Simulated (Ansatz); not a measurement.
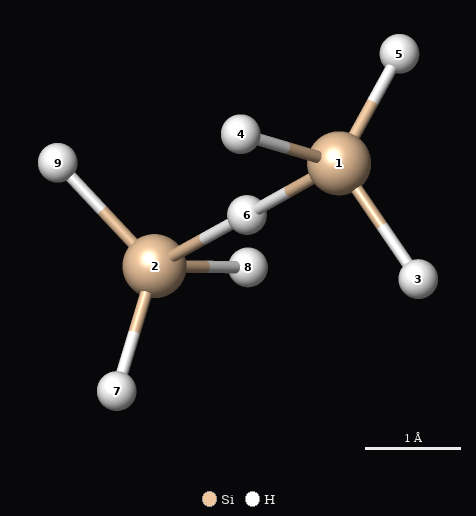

Fig. 1: The starting structure (ball-and-stick view, seen at a tilt; atoms are numbered from 1 in the order of the input). Bond lengths as drawn: H–Si 1.49 to 1.64 Å.

**Run report: Si₂H₇ (charge +1), geometry relaxation**

- system: Si₂H₇, charge +1
- method: RKS PBE-D4/def2-SVP (Ansatz 0.2.0)

Figures and captions count atoms from 1; the log counts them from 0 in places.

### Output
```
The last accepted step is kept in [file] (removed where the run ends without a failure and the disk answers)
Engine: ansatz 0.2.0, x86_64-unknown-linux-gnu
Functional definition: PBE
  parameter kappa = 0.804
  parameter beta = 0.06672455060314922
  exchange = pbe_x(kappa = kappa, mu = beta*pi^2/3)
  correlation = pbe_c(beta = beta)
798 factors; their error is unknown
mean field evaluation 1: about -15845.5606 eV, gradient 1.5e1 eV
mean field evaluation 2: about -15846.4684 eV, gradient 7.0e0 eV
mean field evaluation 4: about -15846.6873 eV, gradient 6.9e-2 eV
mean field evaluation 8: about -15846.6211 eV, gradient 1.4e-2 eV
mean field -15846.62106290 eV, -582.3525828361 hartree, gradient 2.8e-5 eV, S^2 0.000000; 0 other end points of the search recorded, 0 dependent functions left out
the calculation of the forces begins
reference -15846.62109818 eV, -582.3525841325 hartree; 17, 17 occupied and 54, 54 virtual orbitals, 798 factors
relax step   1: F+E_penalty+E_count = -15846.72537458 eV  Δ(F+E_penalty+E_count) = +0.000e0 eV  max|allowed force component| = 9.895e-4 eV/Å  Δτ_max = 0.0000 Å  (20 SCF iters, accepted)
Total energy: -15846.72540986 eV, -582.3564175161 hartree
Atom 0 at     1.282343     0.287012    -0.981257 Å, force    -0.000107     0.000179    -0.000056 eV/Å
Atom 1 at    -1.281746    -0.288160     0.981578 Å, force    -0.000048     0.000202    -0.000090 eV/Å
Atom 2 at     2.139418    -0.875717    -0.612101 Å, force    -0.000432    -0.000397    -0.000816 eV/Å
Atom 3 at     1.685174     1.627023    -0.466586 Å, force     0.000737    -0.000582     0.000473 eV/Å
Atom 4 at     0.592060     0.238614    -2.301848 Å, force     0.000079     0.000989     0.000107 eV/Å
Atom 5 at     0.001435    -0.002972     0.000942 Å, force     0.000113    -0.000225     0.000077 eV/Å
Atom 6 at    -0.558255    -0.546228     2.259371 Å, force    -0.000249     0.000940     0.000153 eV/Å
Atom 7 at    -1.869830    -1.462969     0.276756 Å, force     0.000516    -0.000513     0.000746 eV/Å
Atom 8 at    -1.987720     1.017847     0.844694 Å, force    -0.000608    -0.000594    -0.000595 eV/Å
Dipole moment:    -0.000005    -0.000000     0.000004 e Å
```

The run was set up as follows.

### The input
```yaml
crystal:
  periodic: [false, false, false]
  atoms:
    - { symbol: Si, position_ang: [1.28234291, 0.28701183, -0.98125697] }
    - { symbol: Si, position_ang: [-1.2817458, -0.28816015, 0.98157827] }
    - { symbol: H, position_ang: [2.13941807, -0.87571734, -0.61210079] }
    - { symbol: H, position_ang: [1.68517353, 1.62702285, -0.46658571] }
    - { symbol: H, position_ang: [0.59206024, 0.23861409, -2.30184815] }
    - { symbol: H, position_ang: [0.00143525, -0.00297245, 0.00094172] }
    - { symbol: H, position_ang: [-0.55825461, -0.54622756, 2.25937148] }
    - { symbol: H, position_ang: [-1.86982994, -1.4629686, 0.27675623] }
    - { symbol: H, position_ang: [-1.98771963, 1.01784733, 0.84469394] }
total_charge: 1
basis:
  gaussian: { orbitals: def2-SVP }
hamiltonian:
  xc: pbe
  dispersion: d4
relax:
  f_tol: 0.002
  max_steps: 150
```

Launched with:
```bash
ansatz run input.yaml --threads 2 --pin off --max-ram 5120MiB --backend cpu --events-out ev --progress --plain --runs-dir out
```

### Results in brief

| quantity | value |
| --- | --- |
| outcome | converged |
| total energy | −15846.7254 eV |
| mean-field energy | −15846.6211 eV |
| SCF solution under orbital rotations | stable |
| largest force (length of the vector) | 0.001 eV/Å |
| hardware | 2 threads of Intel Xeon (Sapphire Rapids), 64 GiB of memory available, shared host |
| wall time | 0.58 s (CPU time 1 s) |
| peak memory | 0.11 GiB |

### Notes

The input already met the tolerances, so nothing moved. 
